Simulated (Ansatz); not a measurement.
Starting cell, LiH (rock salt):

```
CELL_PARAMETERS angstrom
      0.00000     4.00712     4.00712
      2.00356     2.00356     4.00712
      2.00356     2.00356     0.00000
ATOMIC_POSITIONS crystal
  H  0.00000 0.00000 0.00000
  H  0.50000 0.00000 0.00000
  Li 0.00000 0.50000 0.50000
  Li 0.50000 0.50000 0.50000
```

A phonon eigenvector at X = (0.5, 0.5, 0.0) is frozen into this cell: atom i moves by Q times the vector below, so Q is the largest atomic displacement, in Å. The cell is held. (q is in reciprocal vectors of the primitive cell; the cell shown is doubled to hold the pattern.)

```json
[
 {"atom": "H1", "x": "0.000", "y": "0.000", "z": "1.000"},
 {"atom": "H2", "x": "0.000", "y": "0.000", "z": "-1.000"},
 {"atom": "Li3", "x": "0.000", "y": "0.000", "z": "0.024"},
 {"atom": "Li4", "x": "0.000", "y": "0.000", "z": "-0.024"}
]
```

All values below come from PBE (plane waves to 420 eV, PAW, scalar-relativistic; Ansatz, a first-principles code). k mesh 14×14×14 (Γ-centred), Fermi-Dirac smearing 0.05 eV. Energies are smeared free energies. LiH was relaxed with its symmetry unable to fall. ΔE is measured from the undisplaced structure.

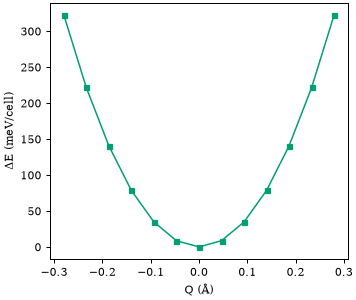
Figure: ΔE (meV/cell) against Q (Å); computed points joined by lines.

Q: What is the energy change at Q = 0.280 Å?

A: About 320 meV/cell.

Q: What harmonic wavenumber does the curvature at Q = 0 give?

A: About 1000 cm⁻¹.

(A displaced cell: forces are minus the slopes of the energy, force constants its curvatures, and phonons follow from these.)
